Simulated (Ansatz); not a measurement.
Consider CsH (rocksalt (001) film, 2 layers).

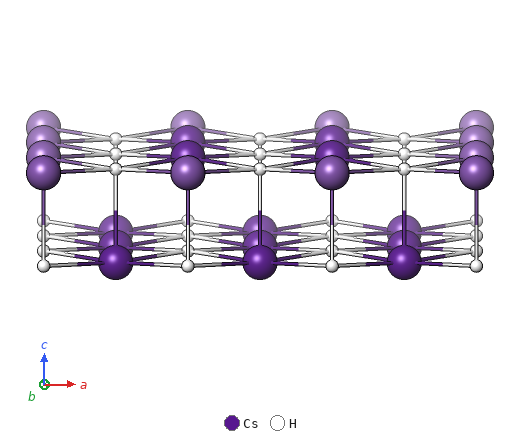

The structure (caesium purple, hydrogen white). 2×2×1 cells are drawn. Some periodic images of atoms are drawn too.

The cell holds 4 atoms: 2 Cs and 2 H. Cell: a = 4.509 Å, b = 4.509 Å, c = 29.300 Å, α = 90.0°, β = 90.0°, γ = 90.0°. It derives from CsH. Vacuum lies along c.

```xyz
4
Lattice="4.5085 0.0000 0.0000 0.0000 4.5085 0.0000 0.0000 0.0000 29.3000" Properties=species:S:1:pos:R:3
Cs    0.0000    0.0000   13.1230
H     2.2543    2.2543   13.2464
Cs    2.2543    2.2543   16.1770
H     0.0000    0.0000   16.0536
```

The structure was relaxed with LDA (ions only). The runs that relaxed it are not among those shown. Spin-orbit coupling is left out unless a run names it. PAW set soft_2, made with PBE.

Gaps computed with Ansatz 0.2.0 without a self-energy: LDA 2.53 eV, LDA+SOC 2.53 eV and HSE06 3.20 eV.

**Question.** Estimate the G0W0@LDA gap with 4×4×1 mesh, 408 empty bands, screening to 45 eV, default PAW files.

About 4.56 eV: on its mesh the run moves the gap from 2.54 eV by +2.03 eV. Among the scalar-relativistic levels given, HSE06 is nearest (−1.36 eV). Bands and cutoff are finite, so the gap is not at the basis limit. The miss can reach some tenths of an eV and take either sign; the mesh is an error of its own. In a film the band edges may be surface states, so its gap need not approach the bulk's. At these cutoffs the gaps of films stand short of the band limit, often by tenths of an eV, while the trend with thickness is less touched. The mesh in the plane is coarse for a sheet; gap and any exciton binding can still move on denser ones. The many-body steps are scalar-relativistic: spin-orbit coupling is not in them.

[Paths, hosts, dates, memory and timing lines, banners, echoed tables and standing remarks are left out of the program output.]

[Logs are printed without paths, hosts, clocks, repeated set-up lines and the standing remarks that a program may print on its own settings, such as how far it seeks lower states.]

[Runs of the session that timed out or met a known fault of the program may be left out.]

[Cells called generated may have been cut or substituted from an entry of the Crystallography Open Database or the Materials Project.]

[Hosts, paths, dates, database ids (printed as entryN), source tags and the programs' standing remarks are cut or masked in the printed files.]
